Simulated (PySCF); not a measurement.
The calculation's input:

```
{"job": {"kind": "nmr", "xc": "PBE0", "basis": "pcSseg-1", "pop": false}, "charge": 0, "multiplicity": 1}
N      3.319800     0.023300     0.847200
C      2.196600     0.037900     0.742400
C      0.783900    -0.015400     0.501100
C      0.262900    -1.251000     0.324200
C     -1.190300    -1.391500    -0.063100
O     -1.690200    -2.416600    -0.402200
C     -1.981500    -0.064200    -0.087300
O     -3.191400    -0.057200    -0.182500
C     -1.194800     1.160100    -0.077800
C      0.084200     1.193300     0.228400
H      0.889400    -2.108500     0.288800
H     -1.760400     2.066300    -0.301900
H      0.633200     2.112900     0.276800
```

Launched as:

```sh
OMP_NUM_THREADS=1 python probes_run.py task.json out
```

Geometry: GFN2-xTB, MD frame at 250 fs, 200 K.

All numbers below come from PBE0/pcSseg-1, SCF density, gas phase, non-relativistic (PySCF 2.14.0).

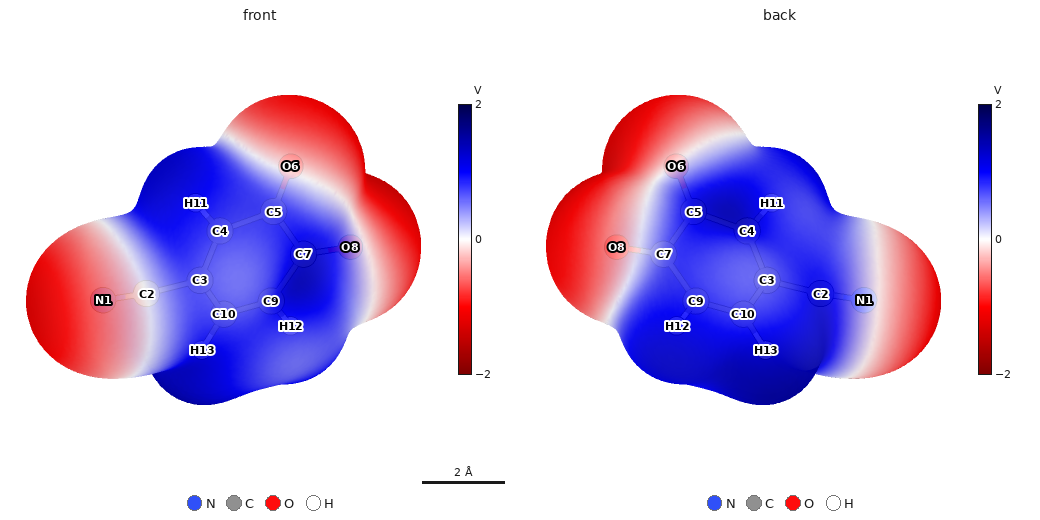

C$_{7}$H$_{3}$NO$_{2}$ (SMILES N#CC1=CC(=O)C(=O)C=C1). The molecular electrostatic potential painted on the density surface at 0.001 e/bohr³, seen from the front and from behind; the colour scale runs from red (negative) to blue (positive).

**Describe the electrostatic potential map.**

The most negative region (about −1.4 V) lies over O6 and O8, the most positive (about +1.5 V) over H13.
